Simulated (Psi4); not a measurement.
**SiH2Cl (chlorosilyl radical) at UM06-L/cc-pVTZ**

Aim: the vertical ionisation energy of SiH2Cl (chlorosilyl radical) at UM06-L/cc-pVTZ, from 2 runs. 

The calculation is run with Psi4 1.11.

1 further run of the same task is left out (set aside as unsound or not needed).

## 1. Starting point

The species is SiH2Cl (4 atoms), meant as a doublet with charge 0. SMILES: `[SiH2]Cl`. The shape is that of a GFN2-xTB optimisation.

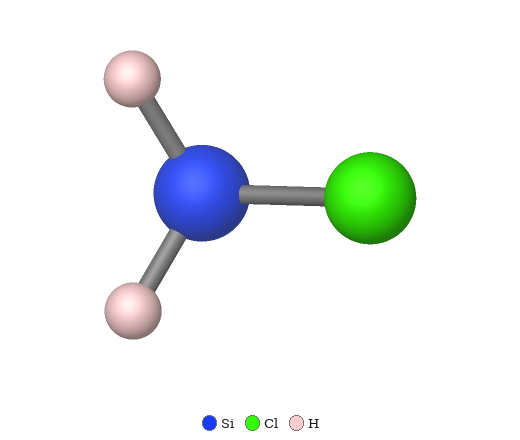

Viewed from a chosen angle; silicon blue, chlorine green, hydrogen pink.

## 2. Energy and forces at UM06-L/cc-pVTZ

input.json

```json
{
  "schema_name": "qcschema_input",
  "schema_version": 1,
  "molecule": {
    "schema_name": "qcschema_molecule",
    "schema_version": 2,
    "symbols": ["Si", "Cl", "H", "H"],
    "geometry": [-0.53588853, 0.4491879, 0.24866906, 3.01919653, -0.11264657, 1.53273796, -2.01255832, -1.84868127, 0.49758379, -0.47074967, 1.51215884, -2.27897191],
    "molecular_charge": 0,
    "molecular_multiplicity": 2,
    "fix_symmetry": "c1"
  },
  "driver": "gradient",
  "model": {
    "method": "m06-l",
    "basis": "cc-pVTZ"
  },
  "keywords": {
    "reference": "uks",
    "puream": true,
    "e_convergence": 1e-09,
    "d_convergence": 1e-08,
    "scf_type": "pk",
    "dft_radial_points": 99,
    "dft_spherical_points": 590,
    "maxiter": 200,
    "scf_properties": ["DIPOLE", "MAYER_INDICES", "MULLIKEN_CHARGES"]
  }
}
```

Started as:

```bash
$ psi4 --qcschema input.json -n 1 --memory 1600MB
```

stdout:

```text
[...]
  Running in c1 symmetry.
[...]
  Nuclear repulsion =   78.978688623151612
[...]
  Multiplicity = 2
[...]
  Nalpha       = 17
  Nbeta        = 16
[...]
    Number of basis functions: 96
[...]
   @UKS iter   1:  -750.85892984077213   -1.66611e-01   3.39062e-03 ADIIS/DIIS
[...]
   @UKS iter  12:  -750.90661073215506   -4.09273e-12   6.34484e-09 DIIS
[...]
   @S^2 Observed:                7.531005935E-01
[...]
  @UKS Final Energy:  -750.90661073215506
   => Energetics <=
    Nuclear Repulsion Energy =             78.9786886231516121
    One-Electron Energy =               -1195.0674585910076075
    Two-Electron Energy =                 415.1406318962880277
    DFT Exchange-Correlation Energy =     -49.9584726605871197
    Empirical Dispersion Energy =           0.0000000000000000
    VV10 Nonlocal Energy =                  0.0000000000000000
    Total Energy =                       -750.9066107321550589
[...]
 Multipole Moments:
 ------------------------------------------------------------------------------------
     Multipole            Electronic (a.u.)      Nuclear  (a.u.)        Total (a.u.)
 ------------------------------------------------------------------------------------
 L = 1.  Multiply by 2.5417464519 to convert [e a0] to [Debye]
 Dipole X            :          3.0645141           -3.4048088           -0.3402947
 Dipole Y            :          0.1717280           -0.1734506           -0.0017226
 Dipole Z            :          1.9041751           -2.0930649           -0.1888898
 Magnitude           :                                                    0.3892079
[...]
  Mulliken Charges: (a.u.)
   Center  Symbol    Alpha    Beta     Spin     Total
       1    SI     7.36331  6.48673  0.87657  0.14996
       2    CL     8.64242  8.57628  0.06614 -0.21870
       3     H     0.49717  0.46847  0.02870  0.03437
       4     H     0.49711  0.46852  0.02858  0.03437
   Total alpha = 17.00000, Total beta = 16.00000, Total charge =  0.00000
  Mayer Bond Indices:
  Total Bond Index:
  Irrep: 1 Size: 4 x 4
[...]
  -Total Gradient:
     Atom            X                  Y                   Z
    ------   -----------------  -----------------  -----------------
       1        0.008792113570    -0.012738954653    -0.010357333574
       2       -0.011569260140     0.003253974485    -0.002580845076
       3        0.003800509964     0.010014965488     0.002158977194
       4       -0.000914430136    -0.000522099823     0.010848136961
[...]
```

The result, in JSON:

```text
{
 "driver": "gradient",
 "model": {
  "method": "m06-l",
  "basis": "cc-pVTZ"
 },
 "success": true,
 "return_result": [0.008792113570488785, -0.012738954653474563, -0.01035733357378274, -0.011569260139714682, 0.0032539744852744107, -0.0025808450760201607, 0.0038005099636422845, 0.010014965488420652, 0.002158977193634469, -0.0009144301358972642, -0.000522099822935787, 0.010848136960775023],
 "properties": {
  "calcinfo_nbasis": 96,
  "calcinfo_nmo": 96,
  "calcinfo_nalpha": 17,
  "calcinfo_nbeta": 16,
  "calcinfo_natom": 4,
  "nuclear_repulsion_energy": 78.97868862315161,
  "return_energy": -750.9066107321551,
  "return_gradient": [0.008792113570488785, -0.012738954653474563, -0.01035733357378274, -0.011569260139714682, 0.0032539744852744107, -0.0025808450760201607, 0.0038005099636422845, 0.010014965488420652, 0.002158977193634469, -0.0009144301358972642, -0.000522099822935787, 0.010848136960775023],
  "scf_one_electron_energy": -1195.0674585910076,
  "scf_two_electron_energy": 415.140631896288,
  "scf_xc_energy": -49.95847266058712,
  "scf_dipole_moment": [-0.3402946998804883, -0.0017226012559073967, -0.18888980478976647],
  "scf_total_energy": -750.9066107321551,
  "scf_total_gradient": [0.008792113570488785, -0.012738954653474563, -0.01035733357378274, -0.011569260139714682, 0.0032539744852744107, -0.0025808450760201607, 0.0038005099636422845, 0.010014965488420652, 0.002158977193634469, -0.0009144301358972642, -0.000522099822935787, 0.010848136960775023],
  "scf_iterations": 12
 }
}
```

It took 86 s on 1 thread of Intel Xeon Platinum 8259CL at 2.50GHz (Skylake/Cascade Lake), shared host; peak memory 1.1 GiB.

## 3. The singlet cation: a single-point energy at M06-L/cc-pVTZ

job.json

```json
{
 "schema_name": "qcschema_input",
 "schema_version": 1,
 "molecule": {
  "schema_name": "qcschema_molecule",
  "schema_version": 2,
  "symbols": ["Si", "Cl", "H", "H"],
  "geometry": [-0.53588853, 0.4491879, 0.24866906, 3.01919653, -0.11264657, 1.53273796, -2.01255832, -1.84868127, 0.49758379, -0.47074967, 1.51215884, -2.27897191],
  "molecular_charge": 1,
  "molecular_multiplicity": 1,
  "fix_symmetry": "c1"
 },
 "driver": "energy",
 "model": {
  "method": "m06-l",
  "basis": "cc-pVTZ"
 },
 "keywords": {
  "puream": true,
  "e_convergence": 1e-09,
  "d_convergence": 1e-08,
  "scf_type": "pk",
  "dft_radial_points": 99,
  "dft_spherical_points": 590,
  "scf_properties": ["LOWDIN_CHARGES", "MAYER_INDICES", "DIPOLE"]
 }
}
```

Started as:

```bash
$ psi4 --qcschema job.json -n 1 --memory 1600MB
```

stdout:

```text
[...]
  Running in c1 symmetry.
[...]
  Nuclear repulsion =   78.978688623151612
[...]
  Multiplicity = 1
[...]
  Nalpha       = 16
  Nbeta        = 16
[...]
    Number of basis functions: 96
[...]
   @RKS iter   1:  -750.57273687841553    1.19582e-01   2.61587e-03 DIIS/ADIIS
[...]
   @RKS iter  11:  -750.59732762511044   -1.21645e-11   9.25878e-09 DIIS
[...]
    Orbital Energies [Eh]
    ---------------------
    Doubly Occupied:
       1A   -101.456675     2A    -66.188337     3A     -9.671360
       4A     -7.378223     5A     -7.373065     6A     -7.369819
       7A     -5.589457     8A     -3.905577     9A     -3.896860
      10A     -3.893070    11A     -1.050506    12A     -0.765917
      13A     -0.621010    14A     -0.616342    15A     -0.567425
      16A     -0.536120
[...]
  @RKS Final Energy:  -750.59732762511044
   => Energetics <=
    Nuclear Repulsion Energy =             78.9786886231516121
    One-Electron Energy =               -1186.1266314018178036
    Two-Electron Energy =                 406.1982885537372567
    DFT Exchange-Correlation Energy =     -49.6476734001814606
    Empirical Dispersion Energy =           0.0000000000000000
    VV10 Nonlocal Energy =                  0.0000000000000000
    Total Energy =                       -750.5973276251104380
[...]
 Multipole Moments:
 ------------------------------------------------------------------------------------
     Multipole            Electronic (a.u.)      Nuclear  (a.u.)        Total (a.u.)
 ------------------------------------------------------------------------------------
 L = 1.  Multiply by 2.5417464519 to convert [e a0] to [Debye]
 Dipole X            :          1.7555832           -3.4048088           -1.6492256
 Dipole Y            :          0.5769056           -0.1734506            0.4034550
 Dipole Z            :          1.6711643           -2.0930649           -0.4219006
 Magnitude           :                                                    1.7494917
[...]
```

The result, in JSON:

```text
{
 "driver": "energy",
 "model": {
  "method": "m06-l",
  "basis": "cc-pVTZ"
 },
 "success": true,
 "return_result": -750.5973276251104,
 "properties": {
  "calcinfo_nbasis": 96,
  "calcinfo_nmo": 96,
  "calcinfo_nalpha": 16,
  "calcinfo_nbeta": 16,
  "calcinfo_natom": 4,
  "nuclear_repulsion_energy": 78.97868862315161,
  "return_energy": -750.5973276251104,
  "scf_one_electron_energy": -1186.1266314018178,
  "scf_two_electron_energy": 406.19828855373726,
  "scf_xc_energy": -49.64767340018146,
  "scf_dipole_moment": [-1.6492255773024747, 0.40345501929014027, -0.42190063207870754],
  "scf_total_energy": -750.5973276251104,
  "scf_iterations": 11
 }
}
```

Wall time 35 s (1 thread of Intel Xeon Platinum 8259CL at 2.50GHz (Skylake/Cascade Lake), shared host); peak memory 1.1 GiB.

## 4. Results

At UM06-L/cc-pVTZ:

```
                                          quantity          value
                      doublet SiH2Cl: total energy  -750.90661 Eh
                     doublet SiH2Cl: dipole moment         0.99 D
doublet SiH2Cl: HOMO energy (highest over α and β)       -5.21 eV
 doublet SiH2Cl: LUMO energy (lowest over α and β)       -3.33 eV
                              doublet SiH2Cl: ⟨S²⟩          0.753
          doublet SiH2Cl: largest force on an atom     0.958 eV/Å
                      singlet cation: total energy  -750.59733 Eh
                       singlet cation: HOMO energy      -14.59 eV
                       singlet cation: LUMO energy      -11.46 eV
                     singlet cation: HOMO–LUMO gap        3.13 eV
vertical ionisation energy (to the singlet cation)       8.416 eV
```

**Reading.** Removing an electron at fixed nuclei costs 8.42 eV (194 kcal/mol). The largest force (doublet SiH2Cl) is 0.96 eV/Å: the shape isn't a stationary point for this species at this level. Only the singlet of the ionised species was computed; a triplet could lie lower.
